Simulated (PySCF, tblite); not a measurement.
**C3HF5OS: dynamics, then NMR shifts on frames**

Aim: move C3HF5OS (`FC(F)OC(=S)C(F)(F)F`) away from its starting geometry and see how NMR shifts follow the geometry.

Programs: tblite 0.8.0 and PySCF 2.14.0, with density-fitted response routines of our own. Each step states its level of theory. These are calculated values for one molecule in the gas phase, unless marked as measured. Atoms count from 0, in the outputs and in this text.

## (1) Starting geometry

11 atoms, charge 0, multiplicity 1; geometry from: GFN2-xTB.

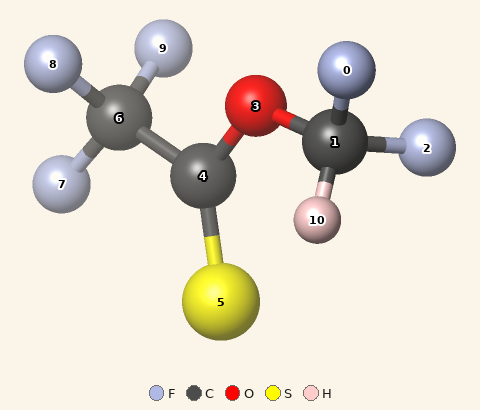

As it starts; fluorine light blue, carbon dark grey, oxygen red, sulfur yellow, hydrogen pink, atoms numbered; sticks join atoms by distance.

## (2) A short Langevin run with GFN2-xTB

What the job is given:

```
{"job": {"kind": "md", "xc": "GFN2-xTB", "basis": "xTB", "temperature": 600, "steps": 2000, "every": 50, "frames": 5}, "charge": 0, "multiplicity": 1}
F      1.974940     0.850202     1.405724
C      1.695728     0.252601     0.252912
F      2.435107     0.839913    -0.697378
O      0.351689     0.453625     0.000783
C     -0.292910    -0.396540    -0.814847
S      0.317506    -1.671503    -1.579539
C     -1.763046     0.021096    -0.922157
F     -2.459620    -0.825684    -1.671459
F     -2.339608     0.062560     0.281906
F     -1.882451     1.234161    -1.464898
H      1.968089    -0.817760     0.302751
```

Method: GFN2-xTB Langevin dynamics, gas phase.

The run is started by

```bash
> OMP_NUM_THREADS=1 python probes_run.py task.json out
```

One launch serves the whole session: the jobs run in the order shown.

What it wrote:

```text
t/fs     T/K      E/eV
    0.0   526.4  -1030.91173
   25.0   385.0  -1030.46415
   50.0   399.2  -1030.48686
   75.0   433.0  -1030.55446
  100.0   491.9  -1030.35441
  125.0   382.7  -1030.33403
  150.0   557.1  -1030.40044
  175.0   433.8  -1030.46650
  200.0   407.4  -1030.37910
  225.0   510.6  -1030.39455
  250.0   477.5  -1030.38395
  275.0   329.5  -1030.52586
  300.0   388.1  -1030.31941
  325.0   471.1  -1030.32859
  350.0   593.9  -1030.41503
  375.0   533.1  -1030.04364
  400.0   588.4  -1029.92343
  425.0   781.8  -1030.16642
  450.0   770.8  -1030.19824
  475.0   586.6  -1029.91510
  500.0   699.2  -1029.78295
  525.0   854.2  -1030.27208
  550.0   490.1  -1030.28506
  575.0   564.9  -1030.26385
  600.0   573.0  -1030.32474
  625.0   789.4  -1030.41044
  650.0   554.6  -1030.09073
  675.0   527.0  -1030.13251
  700.0   434.9  -1030.22518
  725.0   406.1  -1030.23534
  750.0   721.0  -1030.41936
  775.0   562.8  -1030.34204
  800.0   720.6  -1030.26491
  825.0   690.5  -1030.45524
  850.0   548.8  -1030.21015
  875.0   525.3  -1030.22406
  900.0   483.3  -1030.25042
  925.0   560.6  -1030.35923
  950.0   598.6  -1030.10386
  975.0   665.7  -1030.31587
 1000.0   599.4  -1030.07575
```

Run time: 12 s. Hardware: 1 thread of Arm Neoverse V1, shared host; peak memory 0.18 GiB.

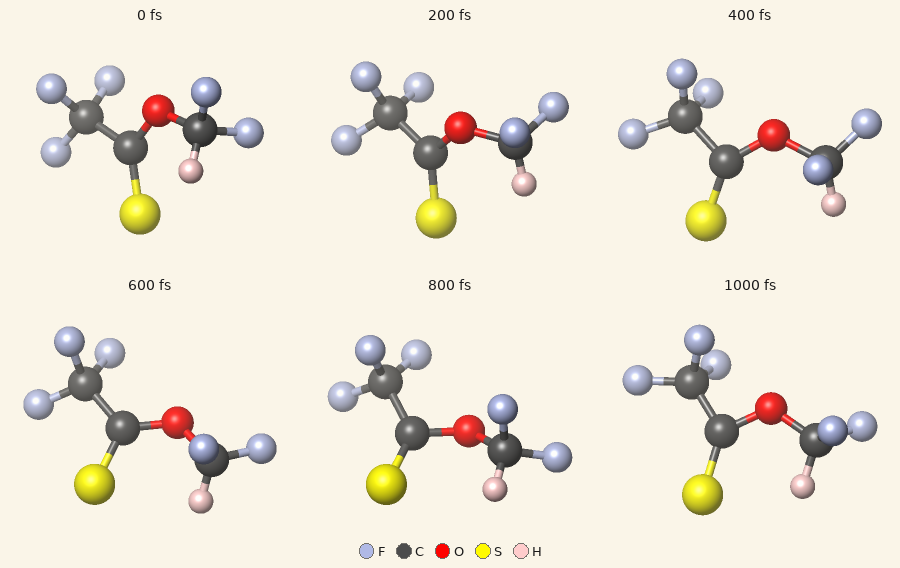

Frames of the run.

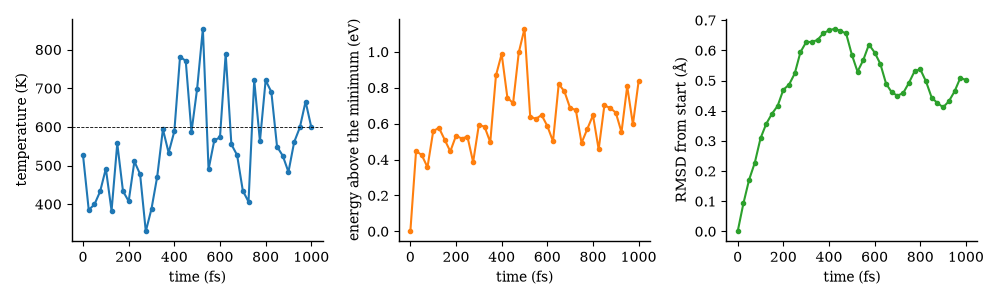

Temperature, potential energy and distance from the start.

Positions (Å) and forces (eV/Å) at 1000 fs:

```xyz
11

F     2.407   -0.510   -0.156   -0.981    0.118   -0.581
C     1.601   -0.530   -1.236    0.133   -0.375   -1.344
F     2.108    0.414   -2.116   -0.646   -1.367    1.074
O     0.252   -0.201   -1.006    3.357    0.990    0.303
C    -0.674   -1.125   -0.999    0.652   -1.488   -0.402
S    -0.582   -2.682   -1.347   -0.060   -0.416    0.002
C    -1.800   -0.291   -0.673   -2.100    2.826    0.481
F    -2.947   -0.773   -0.322   -1.586   -1.320   -1.095
F    -1.560    0.440    0.427    1.037    0.771    0.076
F    -1.933    0.628   -1.735   -0.424   -1.040    1.190
H     1.571   -1.604   -1.684    0.619    1.301    0.296
```

## (3) NMR shieldings: 250 fs, PBE0/pcSseg-1

What the job is given:

```
{"job": {"kind": "nmr", "xc": "PBE0", "basis": "pcSseg-1", "pop": false}, "charge": 0, "multiplicity": 1}
F      2.342400    -0.464600     0.739800
C      1.485800    -0.188400    -0.300500
F      1.895000     1.026400    -0.604600
O      0.180200    -0.213600     0.046700
C     -0.704200    -1.036800    -0.557500
S     -0.460400    -2.147900    -1.712700
C     -2.062700    -0.295900    -0.331500
F     -3.023100    -1.077800    -0.712500
F     -2.249000     0.195000     0.888700
F     -2.195900     0.751000    -1.204700
H      1.564400    -0.926100    -1.122400
```

With the program's defaults for keys left out, this is: GIAO PBE0/pcSseg-1 NMR shielding, non-relativistic, gas phase.

What it wrote:

```text
coarse grid: 12024 points
cycle   1  E = -1086.2431812399  dE =  2.006e+00  |g| = 1.247e+00  |ddm| = 3.141e+00
cycle   2  E = -1085.7034116361  dE =  5.398e-01  |g| = 2.143e+00  |ddm| = 2.000e+00
cycle   3  E = -1086.4923358040  dE = -7.889e-01  |g| = 3.487e-01  |ddm| = 1.564e+00
cycle   4  E = -1086.5180288858  dE = -2.569e-02  |g| = 1.301e-01  |ddm| = 4.246e-01
cycle   5  E = -1086.5220856755  dE = -4.057e-03  |g| = 2.651e-02  |ddm| = 1.310e-01
cycle   6  E = -1086.5222097195  dE = -1.240e-04  |g| = 8.007e-03  |ddm| = 2.164e-02
cycle   7  E = -1086.5222196943  dE = -9.975e-06  |g| = 2.119e-03  |ddm| = 4.983e-03
final grid: 119976 points
cycle   8  E = -1086.6247543370  dE = -3.680e-05  |g| = 1.314e-02  |ddm| = 2.396e-02
cycle   9  E = -1086.6246823804  dE =  7.196e-05  |g| = 2.189e-02  |ddm| = 2.659e-02
cycle  10  E = -1086.6247865043  dE = -1.041e-04  |g| = 3.679e-03  |ddm| = 1.980e-02
cycle  11  E = -1086.6247895442  dE = -3.040e-06  |g| = 6.878e-04  |ddm| = 3.453e-03
cycle  12  E = -1086.6247896403  dE = -9.611e-08  |g| = 2.116e-04  |ddm| = 7.224e-04
cycle  13  E = -1086.6247896498  dE = -9.503e-09  |g| = 5.045e-05  |ddm| = 1.757e-04
cycle  14  E = -1086.6247896502  dE = -3.647e-10  |g| = 1.560e-05  |ddm| = 3.417e-05
converged SCF energy = -1086.6247896502

GIAO shielding tensors (ppm)
atom      isotropic    diamagn.    paramagn.     s11        s22        s33       span
  0 F      262.036     470.446    -208.410    139.275    277.690    369.143    229.868
  1 C       66.889     233.498    -166.609     52.105     62.260     86.301     34.196
  2 F      277.280     470.695    -193.415    185.476    306.102    340.264    154.788
  3 O       22.911     407.076    -384.165   -171.117    -16.972    256.823    427.939
  4 C      -24.372     252.807    -277.180   -208.302     58.367     76.817    285.119
  5 S      -67.043    1054.991   -1122.034   -860.328   -151.760    810.959   1671.286
  6 C       63.500     238.412    -174.912     45.589     66.977     77.934     32.345
  7 F      264.754     464.985    -200.231    205.256    274.815    314.191    108.935
  8 F      271.980     473.423    -201.444    200.209    257.426    358.304    158.095
  9 F      207.252     473.086    -265.835    118.238    155.333    348.184    229.947
 10 H       23.684      26.809      -3.125     18.736     24.025     28.292      9.556
```

Wall time 21 s (1 thread of Arm Neoverse V1, shared host); peak memory 0.8 GiB.

Shifts follow as δ = σ(reference) − σ, with reference shieldings (ppm) from runs at the same level and on the same kind of geometry: ¹H TMS 31.72, ¹³C TMS 186.9, ¹⁹F CFCl3 170.9, ¹⁷O H2O 336.1, ³³S CS2 504. The references are single molecules in the gas phase, so shifts against H2O, NH3, PH3, H3PO4 or CFCl3 are not on the usual liquid scales and can be off by tens of ppm. Each atom is listed at this fixed geometry, with no averaging over motion; a spectrum would average atoms that exchange fast.

```
atoms                                environment  σ (ppm)  δ (ppm)
   C4                        thiocarbonyl carbon    -24.4    211.3
   C6                                 CF3 carbon     63.5    123.4
   C1                 sp3 CH bonded to 2 F and O     66.9    120.0
  H10  hydrogen on an sp3 CH bonded to 2 F and O    23.68     8.03
   F9                    fluorine of a CF3 group    207.3    -36.3
   F0                    fluorine of a CF2 group    262.0    -91.1
   F7                    fluorine of a CF3 group    264.8    -93.8
   F8                    fluorine of a CF3 group    272.0   -101.0
   F2                    fluorine of a CF2 group    277.3   -106.3
   O3      oxygen bound to a thiocarbonyl carbon     22.9    313.2
   S5                              thione sulfur      -67      571
```

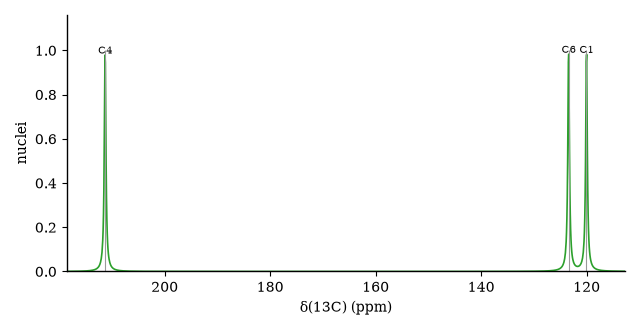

¹³C lines at the computed shifts, without couplings. Lines are broadened to a width of 0.37 ppm (Lorentzian).

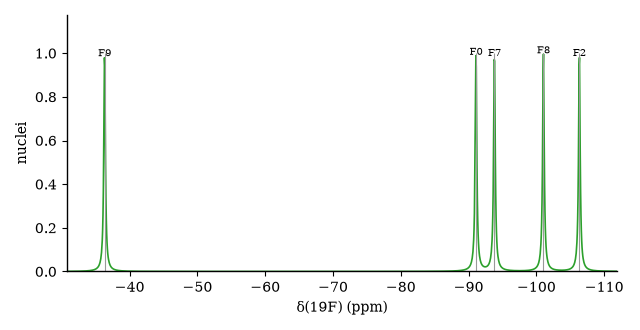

¹⁹F lines at the computed shifts, without couplings. Lines are broadened to a width of 0.28 ppm (Lorentzian).

## (4) NMR shieldings: 425 fs, PBE0/pcSseg-1

What the job is given:

```
{"job": {"kind": "nmr", "xc": "PBE0", "basis": "pcSseg-1", "pop": false}, "charge": 0, "multiplicity": 1}
F      2.401400    -1.122100     0.460500
C      1.772200    -0.550100    -0.577600
F      2.237000     0.730600    -0.691400
O      0.436300    -0.342300    -0.434800
C     -0.569100    -1.212000    -0.556100
S     -0.621900    -2.664500    -1.171500
C     -1.826400    -0.421400    -0.156600
F     -2.821100    -1.349200    -0.099800
F     -1.849600    -0.019800     1.131500
F     -1.974700     0.561200    -1.157200
H      2.108000    -1.204800    -1.454100
```

With the program's defaults for keys left out, this is: GIAO PBE0/pcSseg-1 NMR shielding, non-relativistic, gas phase.

What it wrote:

```text
coarse grid: 12024 points
cycle   1  E = -1086.2273047661  dE =  1.869e+00  |g| = 1.255e+00  |ddm| = 3.145e+00
cycle   2  E = -1085.7000179164  dE =  5.273e-01  |g| = 2.168e+00  |ddm| = 2.035e+00
cycle   3  E = -1086.4941340251  dE = -7.941e-01  |g| = 2.915e-01  |ddm| = 1.530e+00
cycle   4  E = -1086.5093978060  dE = -1.526e-02  |g| = 1.330e-01  |ddm| = 3.658e-01
cycle   5  E = -1086.5135264065  dE = -4.129e-03  |g| = 2.572e-02  |ddm| = 1.371e-01
cycle   6  E = -1086.5136445060  dE = -1.181e-04  |g| = 7.187e-03  |ddm| = 2.127e-02
cycle   7  E = -1086.5136520984  dE = -7.592e-06  |g| = 2.073e-03  |ddm| = 4.429e-03
final grid: 119976 points
cycle   8  E = -1086.6164113825  dE = -4.220e-05  |g| = 1.290e-02  |ddm| = 2.344e-02
cycle   9  E = -1086.6163563657  dE =  5.502e-05  |g| = 2.071e-02  |ddm| = 2.375e-02
cycle  10  E = -1086.6164419222  dE = -8.556e-05  |g| = 2.856e-03  |ddm| = 1.699e-02
cycle  11  E = -1086.6164436541  dE = -1.732e-06  |g| = 7.257e-04  |ddm| = 2.914e-03
cycle  12  E = -1086.6164437624  dE = -1.083e-07  |g| = 2.339e-04  |ddm| = 7.875e-04
cycle  13  E = -1086.6164437738  dE = -1.142e-08  |g| = 5.494e-05  |ddm| = 2.047e-04
cycle  14  E = -1086.6164437742  dE = -4.400e-10  |g| = 1.655e-05  |ddm| = 3.770e-05
converged SCF energy = -1086.6164437742

GIAO shielding tensors (ppm)
atom      isotropic    diamagn.    paramagn.     s11        s22        s33       span
  0 F      255.261     470.031    -214.770    166.890    268.703    330.190    163.300
  1 C       64.155     230.139    -165.984     43.746     66.064     82.655     38.909
  2 F      267.714     472.432    -204.718    159.991    279.176    363.974    203.983
  3 O       48.274     407.982    -359.709   -128.296     74.671    198.447    326.743
  4 C       -9.738     251.241    -260.979   -186.644     70.508     86.923    273.567
  5 S       -8.779    1055.090   -1063.869   -745.866    -68.284    787.812   1533.678
  6 C       54.029     240.857    -186.828     31.792     56.211     74.083     42.292
  7 F      215.162     467.551    -252.389    137.445    199.802    308.240    170.795
  8 F      240.087     473.521    -233.435    152.611    227.074    340.576    187.966
  9 F      217.074     474.176    -257.101    113.354    181.449    356.420    243.066
 10 H       23.377      24.471      -1.094     20.852     22.360     26.920      6.068
```

Wall time 20 s (1 thread of Arm Neoverse V1, shared host); peak memory 0.81 GiB.

In short: δ C4 196.7, C6 132.9, C1 122.8, F7 -44.2, H10 8.34 ppm.

(Part 1 of 2 ends here.)
